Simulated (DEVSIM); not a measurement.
Device: GaP p-i-n diode, at 250 K.

```tsv
layer (left to right)	material	thickness (μm)	Nd (cm⁻³)	Na (cm⁻³)	τn (s)	τp (s)
1	GaP	0.180	-	1.5e18	1.6e-6	1.6e-6
2	GaP	1.50	4.8e12	-	1.6e-6	1.6e-6
3	GaP	0.490	2e18	-	1.6e-6	1.6e-6
```

Left contact: ohmic. Right contact: ohmic. Voltage is applied to the left contact. Recombination: SRH at mid-gap, radiative, Auger. Mobility is constant in doping.

The device is made up for the run: typed textbook-type constants, with dimensions and the other settings drawn at random. Values at 300 K; Nc and Nv go as T^1.5, mobilities as T to minus their exponent, the gap by Varshni's rule with the affinity fixed.

```tsv
parameter	GaP
gap (eV)	2.26
affinity (eV)	3.8
permittivity	11.1
Nc (cm⁻³)	1.8e19
Nv (cm⁻³)	1.9e19
μn (cm²/Vs)	250
μp (cm²/Vs)	150
T exponent of μn	1.6
T exponent of μp	1.98
B (cm³/s)	1e-13
Cn (cm⁶/s)	1e-30
Cp (cm⁶/s)	1e-30
Varshni α (eV/K)	0.00058
Varshni β (K)	372
```

DEVSIM, 1D drift-diffusion, Boltzmann statistics, complete ionisation; no tunnelling, impact ionisation, image-force lowering or self-heating.

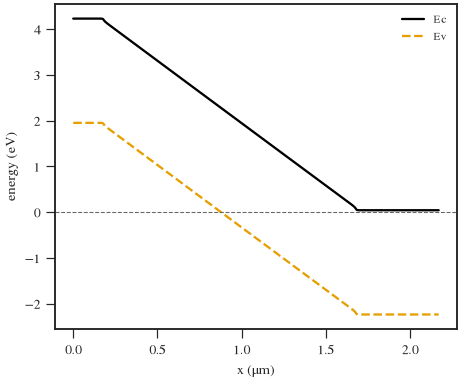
*Band edges at -2.0 V on the left contact*

Energies count from the Fermi level of the right contact; mesh points crowd at the junctions.

```tsv
x (μm)	Ec (eV)	Ev (eV)	n (cm⁻³)	p (cm⁻³)	field (V/cm)
0.000	4.231	1.951	< 1e2	1.5e18	≈ 0
0.02178	4.231	1.951	< 1e2	1.5e18	≈ 0
0.05783	4.231	1.951	< 1e2	1.5e18	≈ 0
0.1101	4.231	1.951	< 1e2	1.5e18	≈ 0
0.1611	4.231	1.951	< 1e2	1.5e18	-170
0.1810	4.201	1.921	< 1e2	3.8e17	-58000
0.2057	4.115	1.835	< 1e2	6.9e15	-28000
0.2805	3.909	1.630	< 1e2	5.0e11	-27000
0.4004	3.582	1.302	< 1e2	120000	-27000
0.6544	2.888	0.608	< 1e2	< 1e2	-27000
1.069	1.757	-0.523	< 1e2	< 1e2	-27000
1.448	0.722	-1.557	38000	< 1e2	-27000
1.574	0.380	-1.899	2.9e11	< 1e2	-27000
1.638	0.206	-2.074	9.7e14	< 1e2	-27000
1.678	0.078	-2.201	3.7e17	< 1e2	-58000
1.698	0.041	-2.238	2.0e18	< 1e2	-100
1.737	0.041	-2.238	2.0e18	< 1e2	≈ 0
1.809	0.041	-2.238	2.0e18	< 1e2	≈ 0
1.987	0.041	-2.238	2.0e18	< 1e2	≈ 0
2.084	0.041	-2.238	2.0e18	< 1e2	≈ 0
2.136	0.041	-2.238	2.0e18	< 1e2	≈ 0
2.170	0.041	-2.238	2.0e18	< 1e2	≈ 0
```
